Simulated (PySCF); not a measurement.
Molecule: Ge(Cl)(SiH3)3, SMILES [SiH3][Ge]([SiH3])([Cl])[SiH3] (H₉ClGeSi₃). Atoms near the plane z = 0.0 Å, at the B3LYP/def2-SVP optimised geometry (x, y, z in Å): Ge2 (0.2, 0.8, 0.0), Si3 (-2.2, 0.8, 0.0), Si4 (1.2, -1.4, -0.2), H9 (-2.7, 2.2, 0.0), H12 (0.9, -2.2, 1.0), H13 (2.7, -1.3, -0.4).

Method: B3LYP/def2-TZVP (PySCF). Cells within 0.4 Å of a nucleus heavier than hydrogen are left out (blank, or x). The values are rescaled to run from 0 to 1.

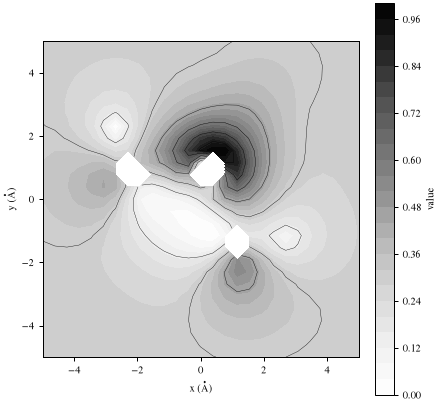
a field on the plane z = 0.0 Å.

Problem. Which quantity is mapped?
A) log10 of the electron density
B) an orbital amplitude
C) electrostatic potential
D) electron localisation function

Solution. B, an orbital amplitude. In full: LUMO amplitude (bohr^(-3/2)).
